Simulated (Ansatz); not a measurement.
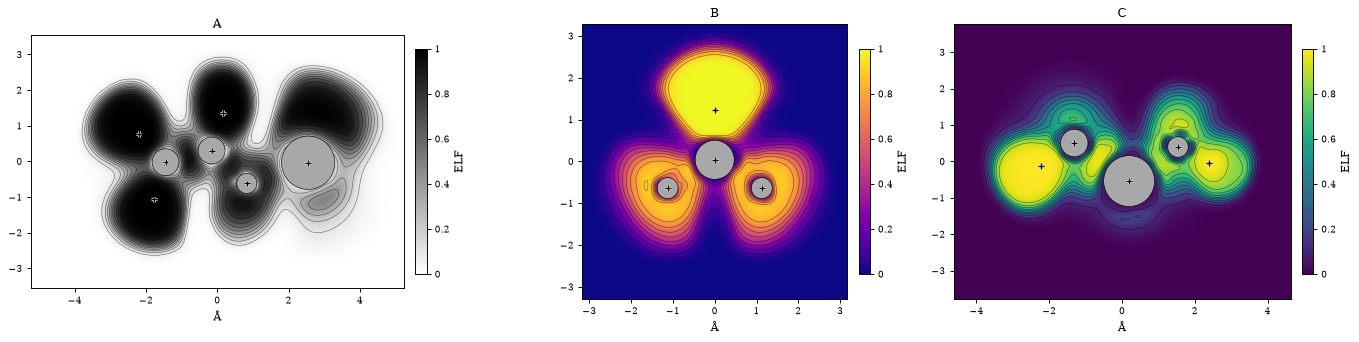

The electron localisation function of 3 systems, each on a plane through atoms (crosses mark nuclei in the plane; grey discs cover the cores).

Computed with Ansatz 0.2.0, RKS PBE0-D4/def2-SVP.

System 1: C2H5AsO, the plane of atoms C2, C1 and H6. 

```xyz
9

C     0.1843    1.8307   -0.0275
C    -0.2927    0.6430   -0.4023
O    -0.0691   -0.4881    0.3033
As   -0.7456   -2.0491   -0.3360
H     0.7865    1.9364    0.8774
H    -0.0295    2.7132   -0.6305
H    -0.9011    0.5347   -1.3128
H     0.5544   -2.8371   -0.1825
H    -1.2455   -2.5387    1.0212
```

System 2: BF2H, the molecular plane. 

```yaml
atoms:
  - { symbol: F, position_ang: [1.1535, 0.4596, -0.3635] }
  - { symbol: B, position_ang: [-0.0017, -0.0292, 0.0237] }
  - { symbol: F, position_ang: [-1.0944, 0.5313, -0.4405] }
  - { symbol: H, position_ang: [-0.0574, -0.9617, 0.7803] }
```

System 3: CH4F2OSi, the plane of atoms Si1, O3 and H4. 

```
atom    x (Å)    y (Å)    z (Å)
  Si  -0.4605   0.0272   0.3957
   C   1.2177  -0.0865  -0.3359
   O  -1.5888   0.1460  -0.7846
   H  -2.5146   0.2046  -0.5306
   F  -0.5813   1.2903   1.3963
   F  -0.7830  -1.2511   1.3303
   H   1.9779  -0.1718   0.4543
   H   1.4382   0.8088  -0.9356
   H   1.2945  -0.9676  -0.9898
```

### Match each panel to its system.

Panel A is system 1, C2H5AsO: the plane holds C, O, As and H. C–C (1.33 Å): the ELF peaks at about 0.95 between the atoms (a short, multiple covalent bond). Panel B is system 2, BF2H: the plane holds F, B and H. B–F (1.31 Å): the ELF peaks at about 0.85 between the atoms; a polar covalent bond. Panel C is system 3, CH4F2OSi: the plane holds Si, C, O and H. Si–O (1.64 Å): the ELF peaks at about 0.85 between the atoms, as expected for a shared but strongly polarised pair.
